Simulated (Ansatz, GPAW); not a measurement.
# Dielectric function and optical constants of Mn3AgP (model structure), part 3 of 3

Aim: the dielectric function of Mn3AgP (model structure), and the optical constants that follow from it. The structure is a model built here, which may or may not match a known phase. It was built so: All N replaced by P in the Pm-3m structure of Mn3AgN. The cell is first relaxed with Ansatz.

GPAW 26.7.0; DFT, revPBE, plane-wave PAW (GPAW data sets), scalar-relativistic, RPA, optical limit.

So far. Step 3 (Ground state): There are states at the Fermi level within the smearing, so the occupations stay smeared and the carriers get a Drude term.

## 5. Dielectric function, RPA

Transitions between filled and empty bands, summed over the zone, give the optical response, so mesh, band count and broadening shape it.

The induced potential is part of this response.

This step: DFT, revPBE, plane-wave PAW (GPAW data sets), scalar-relativistic, RPA, optical limit (GPAW 26.7.0).

File df.py:

```python
from gpaw.response.df import DielectricFunction

df = DielectricFunction('full.gpw', frequencies={'type': 'nonlinear', 'domega0': 0.03, 'omega2': 8},
                        ecut=30,
                        eta=0.05,
                        nbands=64,
                        rate=0.1,
                        txt='df.txt')
for direction in ['x']:
    df.get_dielectric_function(xc='RPA', direction=direction, filename=f'df_{direction}.csv')
```

Started as:

```console
$ OMP_NUM_THREADS=1 python df.py
```

Output:

```text
Using integrator: PointIntegrator
NonLinearFrequencyDescriptor(from 0.000 to 104.051 eV, 544 points)
Nonperiodic BCs:  [False False False]
Using integrator: PointIntegrator
NonLinearFrequencyDescriptor(from 0.000 to 104.051 eV, 544 points)
Nonperiodic BCs:  [False False False]
Using integrator: PointIntegrator

Calculating chi0 body with:
    Ground state adapter containing:
    Number of spins: 2
    Number of kpoints: 512
    Number of irreducible kpoints: 35
    Number of completely occupied states: 25
    Number of partially occupied states: 40

    Linear response parametrization:
    q_c: [0.0, 0.0, 0.0]
    Number of frequency points: 544
    Planewave cutoff: 30.0
    Number of bands: 64
    Number of planewaves: 27
    Broadening (eta): 0.05

Integrating chi0 body.

Symmetries of q_c:
    Direct symmetries (Uq -> q): 48
    Indirect symmetries (TUq -> q): 0
In total 48 allowed symmetries.

35 groups of equivalent kpoints. 93.1640625% reduction.

Integral kind: spectral function

Calculating chi0 optical extensions with:
    Ground state adapter containing:
    Number of spins: 2
    Number of kpoints: 512
    Number of irreducible kpoints: 35
    Number of completely occupied states: 25
    Number of partially occupied states: 40

    Linear response parametrization:
    Number of frequency points: 544
    Planewave cutoff: 30.0
    Number of bands: 64
    Number of planewaves: 27
    Broadening (eta): 0.05
Integrating chi0 head and wings.

Symmetries of q_c:
    Direct symmetries (Uq -> q): 48
    Indirect symmetries (TUq -> q): 0
In total 48 allowed symmetries.

35 groups of equivalent kpoints. 93.1640625% reduction.

Integral kind: spectral function wings

Calculating drude chi0 with:
    Number of frequency points:544
    Plasma frequency decay rate: 0.1 eV

    Ground state adapter containing:
    Number of spins: 2
    Number of kpoints: 512
    Number of irreducible kpoints: 35
    Number of completely occupied states: 25
    Number of partially occupied states: 40

Symmetries of q_c:
    Direct symmetries (Uq -> q): 48
    Indirect symmetries (TUq -> q): 0
In total 48 allowed symmetries.

35 groups of equivalent kpoints. 93.1640625% reduction.

Integral kind: intraband
Plasma frequency:
[[2.59+0.j 0.  -0.j 0.  +0.j]
 [0.  -0.j 2.59+0.j 0.  +0.j]
 [0.  +0.j 0.  +0.j 2.59+0.j]]
```

Wall time 61 s (1 thread of Arm Neoverse V1, shared host); peak memory 0.32 GiB.

The Im ε, E ∥ x has structure finer than the step of the table below, so its rows give means over 1 eV, whole bins alone (the curve runs from 0.305 to 19.4 eV). Peaks (eV: height): 0.7: 46.4.

Sum at mesh points, not converged in k. Im ε, E ∥ x against photon energy; means over each step:

| photon energy (eV) | Im ε, E ∥ x |
| --- | --- |
| 1 | 28.3 |
| 2 | 11.9 |
| 3 | 9.37 |
| 4 | 8.33 |
| 5 | 7.67 |
| 6 | 5.35 |
| 7 | 3.62 |
| 8 | 3.43 |
| 9 | 2.73 |
| 10 | 1.62 |
| 11 | 1.22 |
| 12 | 0.998 |
| 13 | 0.895 |
| 14 | 0.869 |
| 15 | 0.820 |
| 16 | 0.748 |
| 17 | 0.711 |
| 18 | 0.631 |

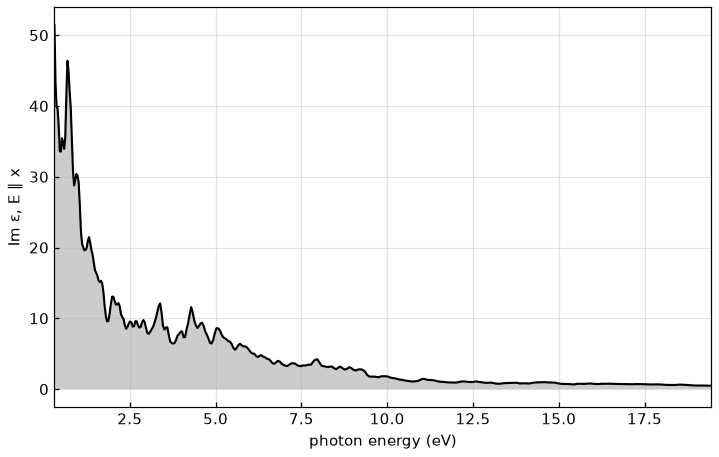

Im ε, E ∥ x against photon energy.

Values under 1 per cm are given as 1; sum at mesh points, not converged in k. Absorption coefficient, E ∥ x against photon energy:

| photon energy (eV) | absorption coefficient, E ∥ x (1/cm) |
| --- | --- |
| 1.01 | 4.0e5 |
| 1.99 | 4.6e5 |
| 3.02 | 5.3e5 |
| 3.98 | 6.9e5 |
| 4.98 | 9.6e5 |
| 6.02 | 1.2e6 |
| 6.99 | 1.1e6 |
| 8.03 | 1.4e6 |
| 9.02 | 1.4e6 |
| 10.03 | 1.3e6 |
| 11.03 | 1.1e6 |
| 12.02 | 9.6e5 |
| 13.00 | 1.0e6 |
| 14.04 | 8.9e5 |
| 14.96 | 1.0e6 |
| 16.03 | 9.2e5 |
| 16.96 | 9.1e5 |
| 18.05 | 9.2e5 |
| 18.97 | 8.3e5 |

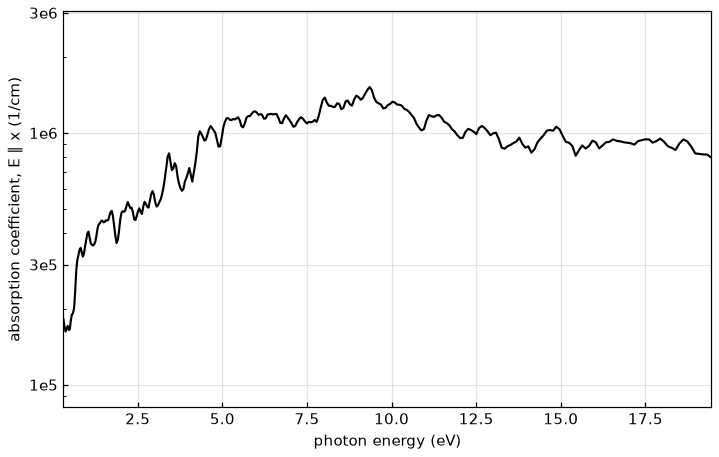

Absorption coefficient, E ∥ x, plotted against photon energy.

The Im ε, E ∥ x has structure finer than the step of the table below, so its rows give means over 1 eV, whole bins alone (the curve runs from 0.305 to 19.4 eV). Peaks (eV: height): without local fields 0.7: 46.4; with local fields 0.7: 46.4.

Sum at mesh points, not converged in k. Im ε, E ∥ x against photon energy; means over each step:

| photon energy (eV) | without local fields | with local fields |
| --- | --- | --- |
| 1 | 28.3 | 28.3 |
| 2 | 11.9 | 11.9 |
| 3 | 9.39 | 9.37 |
| 4 | 8.31 | 8.33 |
| 5 | 7.56 | 7.67 |
| 6 | 5.26 | 5.35 |
| 7 | 3.61 | 3.62 |
| 8 | 3.66 | 3.43 |
| 9 | 2.93 | 2.73 |
| 10 | 1.72 | 1.62 |
| 11 | 1.39 | 1.22 |
| 12 | 1.09 | 0.998 |
| 13 | 0.991 | 0.895 |
| 14 | 1.05 | 0.869 |
| 15 | 0.971 | 0.820 |
| 16 | 0.899 | 0.748 |
| 17 | 0.682 | 0.711 |
| 18 | 0.542 | 0.631 |

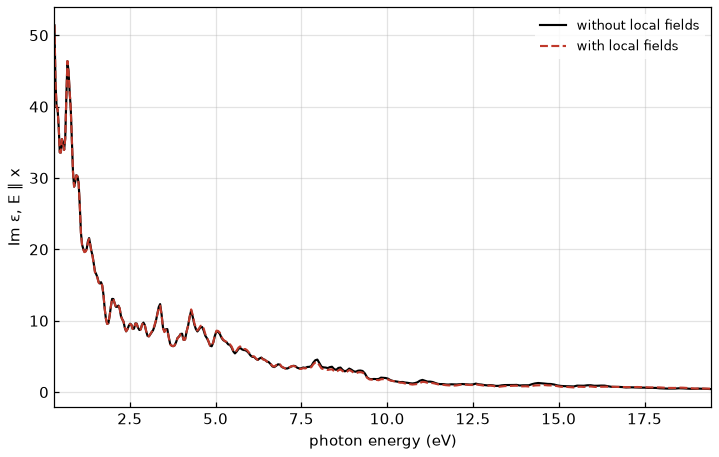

Im ε, E ∥ x, plotted against photon energy.

The reflectivity at normal incidence, E ∥ x has structure finer than the step of the table below, so its rows give means over 1 eV, whole bins alone (the curve runs from 0.305 to 19.4 eV). Peaks (eV: height): 2.2: 44.1, 3.4: 44.7, 4.7: 43.3, 6.0: 43.2, 8.0: 39.5, 9.4: 49.3, 11.5: 34.7.

Sum at mesh points, not converged in k. Reflectivity at normal incidence, E ∥ x against photon energy; means over each step:

| photon energy (eV) | reflectivity at normal incidence, E ∥ x (%) |
| --- | --- |
| 1 | 57.0 |
| 2 | 43.3 |
| 3 | 37.0 |
| 4 | 35.9 |
| 5 | 40.7 |
| 6 | 40.8 |
| 7 | 36.0 |
| 8 | 34.2 |
| 9 | 39.0 |
| 10 | 40.9 |
| 11 | 33.3 |
| 12 | 27.2 |
| 13 | 22.6 |
| 14 | 15.9 |
| 15 | 17.3 |
| 16 | 13.2 |
| 17 | 13.1 |
| 18 | 13.3 |

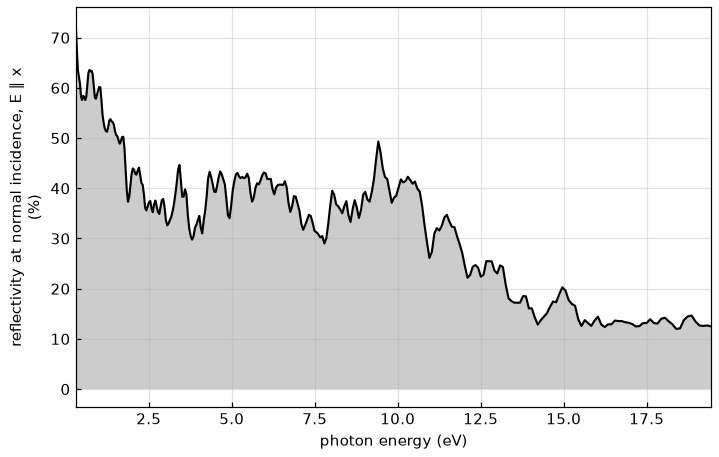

Reflectivity at normal incidence, E ∥ x against photon energy.

The loss function −Im 1/ε at q → 0, E ∥ x has structure finer than the step of the table below, so its rows give means over 1 eV, whole bins alone (the curve runs from 0.305 to 19.4 eV). Peaks (eV: height): 13.3: 1.31, 15.4: 1.47.

Sum at mesh points, not converged in k. Loss function −Im 1/ε at q → 0, E ∥ x against energy loss; means over each step:

| energy loss (eV) | loss function −Im 1/ε at q → 0, E ∥ x |
| --- | --- |
| 1 | 0.0375 |
| 2 | 0.0846 |
| 3 | 0.0992 |
| 4 | 0.115 |
| 5 | 0.128 |
| 6 | 0.170 |
| 7 | 0.248 |
| 8 | 0.266 |
| 9 | 0.282 |
| 10 | 0.396 |
| 11 | 0.628 |
| 12 | 0.880 |
| 13 | 1.08 |
| 14 | 1.14 |
| 15 | 1.23 |
| 16 | 1.28 |
| 17 | 1.34 |
| 18 | 1.50 |

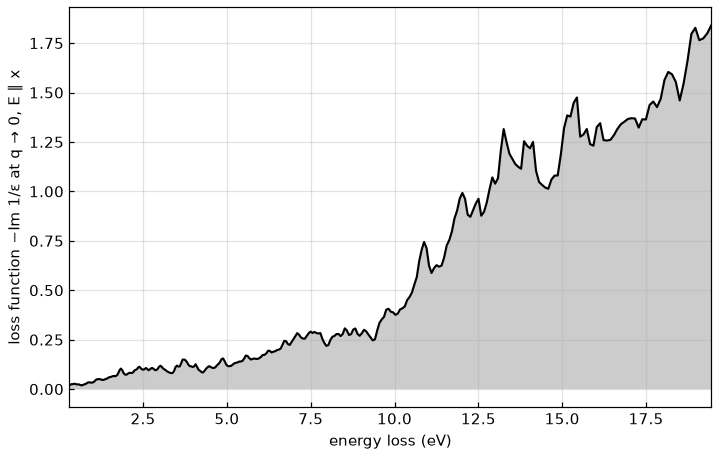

Loss function −Im 1/ε at q → 0, E ∥ x against energy loss.

From ε follow the optical constants at some laser and lamp lines:

| wavelength (nm) | n | k | R (%) | 1/α |
| --- | --- | --- | --- | --- |
| 1550 | 4.33 | 4.284 | 63.0 | 29 nm |
| 800 | 2.82 | 2.854 | 50.4 | 22 nm |
| 633 | 2.89 | 2.128 | 41.2 | 24 nm |
| 450 | 2.39 | 1.856 | 36.0 | 19 nm |
| 365 | 2.49 | 2.360 | 44.0 | 12 nm |
| 308 | 2.29 | 1.775 | 34.4 | 14 nm |
| 248 | 2.10 | 1.961 | 37.6 | 10 nm |

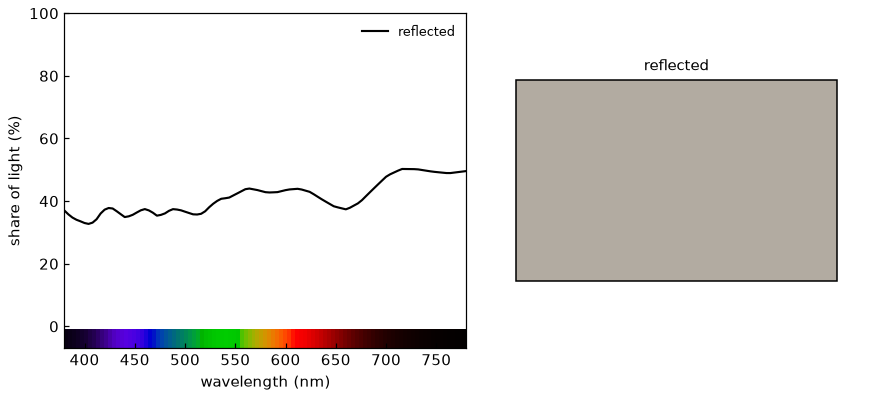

Light reflected across the visible range, with the colour that it makes of daylight (sRGB).

A polished face would reflect 41 % of daylight and look faintly yellow (CIE x = 0.328, y = 0.343 under D65).

## 6. What came out

At this level (revPBE, RPA) Mn3AgP is a metal. The mesh is too coarse to trust the carriers' weight, the reflectivity or the colour to better than tens of per cent. The cell grew by 13.3 % in volume. A polished face would reflect 41 % of daylight and look faintly yellow (CIE x = 0.328, y = 0.343 under D65). The carriers' damping of 0.1 eV is typed, not computed; it shapes the response at the lowest energies. The magnetic state comes from one start and need not be the lowest. The curves end at 19 eV, about where the summed bands run out. The cell grew by 13 % in the relaxation, which can come from the guessed start or, where layers or molecules are weakly bound, from the missing dispersion term; a larger cell lowers ε. In this version of GPAW the matrix elements of the optical limit are incomplete, which can lower ε − 1 by up to a tenth where first-row anions or d states rule, and shift it by more in d metals. GPAW's carrier term has the form −ωp²/(ω + i·rate)², which damps like twice the rate and fails at low energy, so the curves leave the lowest energies out. The sum runs over mesh points 0.18 Å⁻¹ apart with no interpolation, so peaks are partly noise of the mesh, and the Drude plasma energy, a sum over the Fermi surface, isn't converged.

[Machine, clock and banner lines and Python warnings are left out of the logs.]

[Logs are printed without paths, hosts, clocks, repeated set-up lines and the standing remarks that a program may print on its own settings, such as how far it seeks lower states.]

[Hosts, paths, dates, database ids (printed as entryN), source tags and the programs' standing remarks are cut or masked in the printed files.]
